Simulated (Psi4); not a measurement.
# C2H3I (vinyl iodide): TPSSh/def2-SVP (core potential)

What is the vertical ionisation energy of C2H3I (vinyl iodide) at TPSSh/def2-SVP (core potential)? 

The results are computed with Psi4 1.11.

### 1 The molecule

C2H3I: 6 atoms, total charge 0, spin state singlet. SMILES: `C=CI`. Geometry: relaxed at PBE0-D4/def2-TZVP.

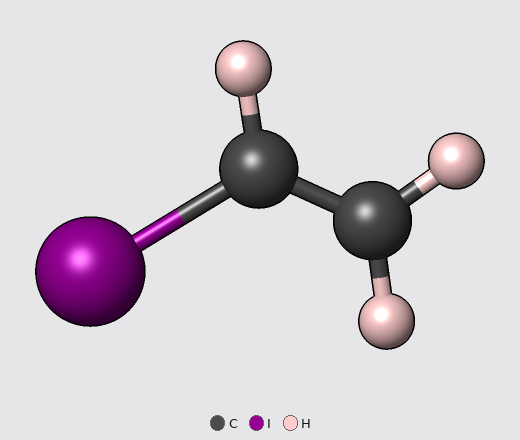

The structure, seen from a chosen angle (carbon dark grey, iodine purple, hydrogen pink).

### 2 Energy and forces at TPSSh/def2-SVP (core potential)

File job.py:

```python
import psi4

psi4.set_memory('2200 MB')
psi4.set_num_threads(1)
psi4.core.set_output_file('run.log', False)

geom = psi4.geometry("""
C     -1.17724268     0.12980529    -0.86443632
C      0.70462218     0.28599115     0.76428083
I      3.48569432    -2.45993209     1.15016291
H     -1.41498913    -1.45735679    -2.13446456
H     -2.56169384     1.64060353    -0.95873365
H      0.96360915     1.86087001     2.04317189
units bohr
symmetry c1
""")

psi4.set_options({
    'basis': 'def2-SVP',
    'puream': True,
    'e_convergence': 1e-09,
    'd_convergence': 1e-08,
    'scf_type': 'pk',
    'dft_radial_points': 99,
    'dft_spherical_points': 590,
})

e, wfn = psi4.gradient('tpssh', return_wfn=True)
psi4.oeprop(wfn, 'DIPOLE', 'WIBERG_LOWDIN_INDICES', 'LOWDIN_CHARGES')
print('gradient / Eh bohr^-1')
print(e.np.round(6))
print(f'energy = {wfn.energy():.10f} Eh')
for k, v in sorted(psi4.core.scalar_variables().items()):
    print(f'{k:45s} {v:18.10f}')
```

Command:

```
python job.py
```

run.log (excerpt; [...] marks lines left out):

```text
[...]
    !!!  WARNING: ECP capability is in beta. Please check occupations closely.  !!!
[...]
  Running in c1 symmetry.
[...]
  Nuclear repulsion =  105.312840814792807
[...]
  Multiplicity = 1
[...]
  Nalpha       = 20
  Nbeta        = 20
[...]
    Number of basis functions: 69
[...]
   @RKS iter   1:  -375.29580529970281   -2.82296e+00   9.31697e-03 DIIS/ADIIS
[...]
   @RKS iter  11:  -375.54360932154850   -4.54747e-12   4.56714e-09 DIIS
[...]
    Orbital Energies [Eh]
    ---------------------
    Doubly Occupied:
       1A    -10.174411     2A    -10.144066     3A     -6.758877
       4A     -4.799311     5A     -4.783999     6A     -4.783478
       7A     -1.872449     8A     -1.867648     9A     -1.867333
      10A     -1.854389    11A     -1.854389    12A     -0.772068
      13A     -0.672040    14A     -0.554892    15A     -0.460770
      16A     -0.420029    17A     -0.337762    18A     -0.313754
      19A     -0.252143    20A     -0.235638
[...]
  @RKS Final Energy:  -375.54360932154850
   => Energetics <=
    Nuclear Repulsion Energy =            105.3128408147928070
    One-Electron Energy =                -831.1363213373458620
    Two-Electron Energy =                 381.0919380598656403
    DFT Exchange-Correlation Energy =     -30.8120668588610833
    Empirical Dispersion Energy =           0.0000000000000000
    VV10 Nonlocal Energy =                  0.0000000000000000
    Total Energy =                       -375.5436093215485016
[...]
  -Total Gradient:
     Atom            X                  Y                   Z
    ------   -----------------  -----------------  -----------------
       1        0.007567476298     0.000355492522     0.006362213482
       2       -0.005404837931    -0.001361099914    -0.005298177372
       3       -0.007030980079     0.006339187330    -0.001383751534
       4        0.001277217652     0.005003856179     0.004431089394
       5        0.004541582741    -0.004783390621     0.000428960633
       6       -0.000950606047    -0.005556492665    -0.004542114395
[...]
 Multipole Moments:
 ------------------------------------------------------------------------------------
     Multipole            Electronic (a.u.)      Nuclear  (a.u.)        Total (a.u.)
 ------------------------------------------------------------------------------------
 L = 1.  Multiply by 2.5417464519 to convert [e a0] to [Debye]
 Dipole X            :         31.0304584          -31.3934741           -0.3630157
 Dipole Y            :        -22.0361432           22.3313833            0.2952401
 Dipole Z            :         10.1459721          -10.2392173           -0.0932452
 Magnitude           :                                                    0.4771182
[...]
```

On the terminal:

```text
gradient / Eh bohr^-1
[[ 0.007567  0.000355  0.006362]
 [-0.005405 -0.001361 -0.005298]
 [-0.007031  0.006339 -0.001384]
 [ 0.001277  0.005004  0.004431]
 [ 0.004542 -0.004783  0.000429]
 [-0.000951 -0.005556 -0.004542]]
energy = -375.5436093215 Eh
CURRENT ENERGY                                   -375.5436093215
CURRENT REFERENCE ENERGY                         -375.5436093215
DD SOLVATION ENERGY                                 0.0000000000
DFT FUNCTIONAL TOTAL ENERGY                      -375.5436093215
DFT TOTAL ENERGY                                 -375.5436093215
DFT VV10 ENERGY                                     0.0000000000
DFT XC ENERGY                                     -30.8120668589
GRID ELECTRONS ALPHA                               19.9999999236
GRID ELECTRONS BETA                                19.9999999236
GRID ELECTRONS TOTAL                               39.9999998472
NUCLEAR REPULSION ENERGY                          105.3128408148
ONE-ELECTRON ENERGY                              -831.1363213373
PCM POLARIZATION ENERGY                             0.0000000000
PE ENERGY                                           0.0000000000
SCF ITERATION ENERGY                             -375.5436093215
SCF ITERATIONS                                     11.0000000000
SCF TOTAL ENERGY                                 -375.5436093215
TWO-ELECTRON ENERGY                               381.0919380599
XC GRID RADIAL POINTS                              99.0000000000
XC GRID SPHERICAL POINTS                          590.0000000000
XC GRID TOTAL POINTS                           328227.0000000000
```

Run time: 23 s. Hardware: 1 thread of Intel Xeon 6975P-C (Granite Rapids), shared host; peak memory 0.99 GiB.

### 3 The doublet cation, same level

File c2h3i.in:

```
memory 2200 MB

molecule mol {
  1 2
  C     -0.622970     0.068690    -0.457440
  C      0.372870     0.151340     0.404440
  I      1.844550    -1.301740     0.608640
  H     -0.748780    -0.771200    -1.129510
  H     -1.355590     0.868170    -0.507340
  H      0.509920     0.984730     1.081200
  units angstrom
  symmetry c1
  no_reorient
  no_com
}

set reference uks
set puream true
set e_convergence 1e-09
set d_convergence 1e-08
set scf_type pk
set dft_radial_points 99
set dft_spherical_points 590
set maxiter 100

e_tot, wfn = gradient('tpssh/def2-SVP', return_wfn=True)
oeprop(wfn, 'MAYER_INDICES', 'LOWDIN_CHARGES', 'QUADRUPOLE', title='TPSSH')
```

Command:

```
psi4 -n 1 c2h3i.in c2h3i.out
```

c2h3i.out (excerpt; [...] marks lines left out):

```text
[...]
  Running in c1 symmetry.
[...]
  Nuclear repulsion =  105.312840774692205
[...]
  Multiplicity = 2
[...]
  Nalpha       = 20
  Nbeta        = 19
[...]
    Number of basis functions: 69
[...]
   @UKS iter   1:  -375.03642243844985   -2.56869e+00   7.72098e-03 DIIS/ADIIS
[...]
   @UKS iter  15:  -375.20712155226073   -2.06342e-11   8.51729e-09 DIIS
[...]
   @S^2 Observed:                7.570362767E-01
[...]
  @UKS Final Energy:  -375.20712155226073
   => Energetics <=
    Nuclear Repulsion Energy =            105.3128407746922051
    One-Electron Energy =                -820.8664073453318224
    Two-Electron Energy =                 370.8904106893695598
    DFT Exchange-Correlation Energy =     -30.5439656709906231
    Empirical Dispersion Energy =           0.0000000000000000
    VV10 Nonlocal Energy =                  0.0000000000000000
    Total Energy =                       -375.2071215522607304
[...]
  -Total Gradient:
     Atom            X                  Y                   Z
    ------   -----------------  -----------------  -----------------
       1        0.030567345847     0.008676727017     0.030621358132
       2       -0.044080233493     0.004075564181    -0.032899964884
       3        0.007935307330    -0.006152178153     0.002244306682
       4        0.002503583525     0.005779208074     0.005950668876
       5        0.005403692060    -0.006128783521     0.000212407960
       6       -0.002329533940    -0.006253939588    -0.006130954649
[...]
 Multipole Moments:
 ------------------------------------------------------------------------------------
     Multipole            Electronic (a.u.)      Nuclear  (a.u.)        Total (a.u.)
 ------------------------------------------------------------------------------------
 L = 1.  Multiply by 2.5417464519 to convert [e a0] to [Debye]
 Dipole X            :        -79.8439701           81.2935613            1.4495912
 Dipole Y            :         55.8875108          -56.9594068           -1.0718959
 Dipole Z            :        -26.6579834           27.1031135            0.4451301
 Magnitude           :                                                    1.8569912
 L = 2.  Multiply by 1.3450342976 to convert [e a0^2] to [Debye ang]
 Quadrupole XX       :       -341.6049751          324.5389918          -17.0659833
 Quadrupole XY       :        208.2511198         -214.4194911           -6.1683713
[...]
```

It took 40 s on 1 thread of Intel Xeon 6975P-C (Granite Rapids), shared host; peak memory 1 GiB.

### 4 What came out

At TPSSh/def2-SVP (core potential):

```
                                          quantity          value
                       singlet C2H3I: total energy  -375.54361 Eh
                      singlet C2H3I: dipole moment         1.21 D
                        singlet C2H3I: HOMO energy       -6.41 eV
                        singlet C2H3I: LUMO energy       -0.87 eV
                      singlet C2H3I: HOMO–LUMO gap        5.55 eV
           singlet C2H3I: largest force on an atom     0.509 eV/Å
                      doublet cation: total energy  -375.20712 Eh
doublet cation: HOMO energy (highest over α and β)      -13.30 eV
 doublet cation: LUMO energy (lowest over α and β)      -11.88 eV
                              doublet cation: ⟨S²⟩          0.757
          doublet cation: largest force on an atom     2.836 eV/Å
vertical ionisation energy (to the doublet cation)       9.156 eV
```

In words: The vertical ionisation energy comes to 9.16 eV (883 kJ/mol). The largest force (singlet C2H3I) is 0.51 eV/Å: the shape isn't a stationary point for this species at this level. The negative HOMO energy of the first species, 6.41 eV, lies 2.74 eV below that difference.
